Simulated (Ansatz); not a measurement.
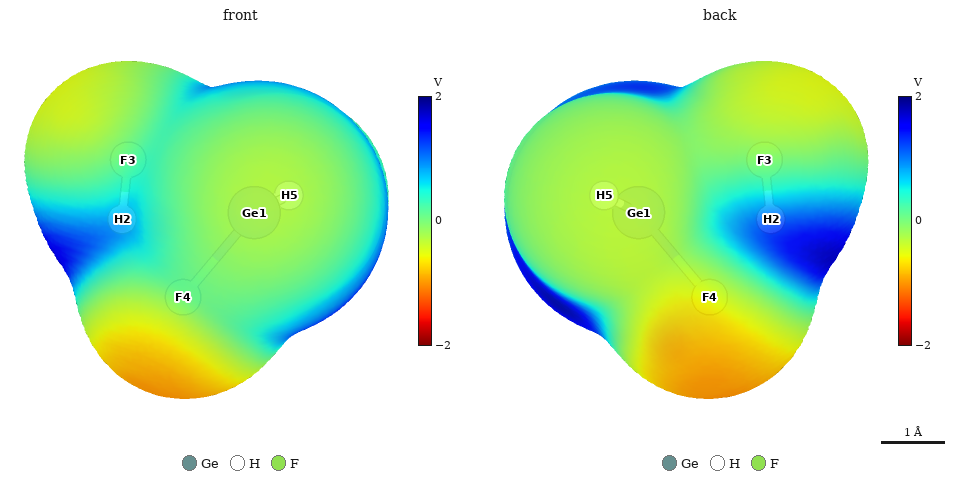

Figure 1: FGeH···HF. The electrostatic potential painted on the density surface at 0.001 e/bohr³, seen from the front and from behind; red is negative and blue positive.

Computed with RKS PBE0/def2-SVP (Ansatz).

```xyz
5

Ge   -0.8728   -0.3011    0.3178
H     1.2008    0.5485    0.6138
F     1.2764   -0.2886    1.0779
F    -0.0092    1.2517   -0.1572
H    -0.3405   -1.1044   -0.9644
```

Question: Describe the electrostatic potential map.

Answer: The most negative region (about −1.0 V) lies over F4, the most positive (about +1.8 V) over Ge1 and H2.
